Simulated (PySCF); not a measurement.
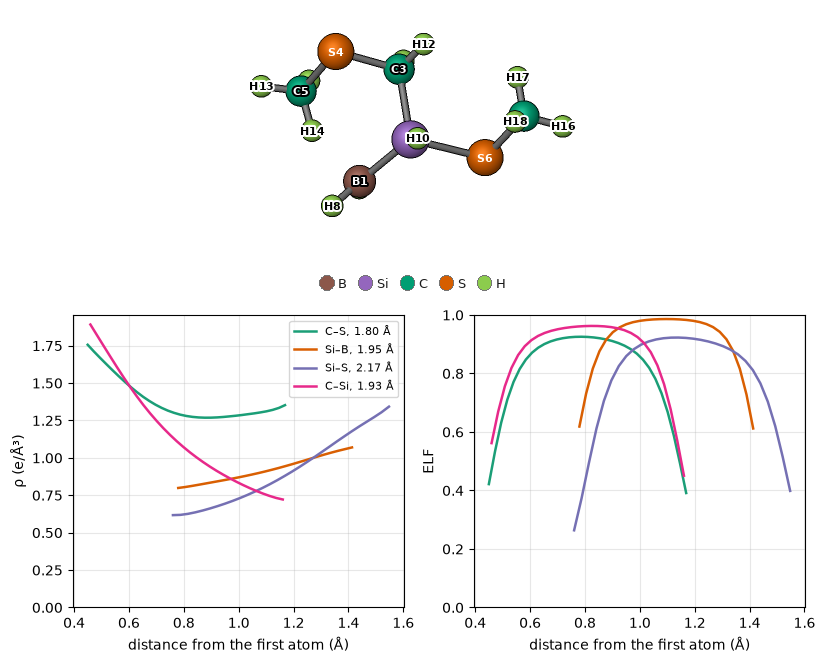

The picture shows: C3H11BS2Si. Electron density and electron localisation function along straight lines between neighbouring atoms. The curves leave out the atomic cores. The structure is drawn too.

Geometry: GFN2-xTB.

Level of theory: PBE0/pcSseg-1, SCF density, gas phase, non-relativistic in PySCF.

Input

```
{"job": {"kind": "nmr", "xc": "PBE0", "basis": "pcSseg-1"}, "charge": 0, "multiplicity": 1}
B     -0.787479    -1.644273     1.054980
Si     0.399216    -0.162042     0.615479
C     -0.304349     0.843922    -0.879577
S     -1.990197     1.401720    -0.504419
C     -2.796272    -0.201952    -0.395959
S      2.354254    -0.887315     0.006645
C      3.245135     0.679493    -0.240216
H     -1.305285    -1.706277     2.104412
H     -0.875296    -2.583159     0.359133
H      0.719999     0.896708     1.592242
H     -0.340215     0.265963    -1.803585
H      0.255178     1.756869    -1.073342
H     -3.831021    -0.036426    -0.111035
H     -2.289159    -0.813058     0.371913
H     -2.744526    -0.716285    -1.352259
H      4.286308     0.422860    -0.403726
H      2.848097     1.192957    -1.109903
H      3.146855     1.296611     0.647078
```

Command:

```sh
OMP_NUM_THREADS=1 python probes_run.py task.json out
```

### Compare the contacts.

C–S (1.80 Å): ρ is about 1.3 e/Å³ halfway; the ELF peaks at about 0.95 between the atoms; localised, covalent bonding.
Si–B (1.95 Å): the density is about 0.86 e/Å³ at the midpoint; the ELF peaks at about 1 between the atoms: a covalent bond.
Si–S (2.17 Å): ρ at the midpoint is about 0.8 e/Å³; the ELF peaks at about 0.90 between the atoms, as expected for a covalent bond.
C–Si (1.93 Å): ρ at the midpoint is about 0.86 e/Å³; the ELF peaks at about 0.95 between the atoms; a shared electron pair.
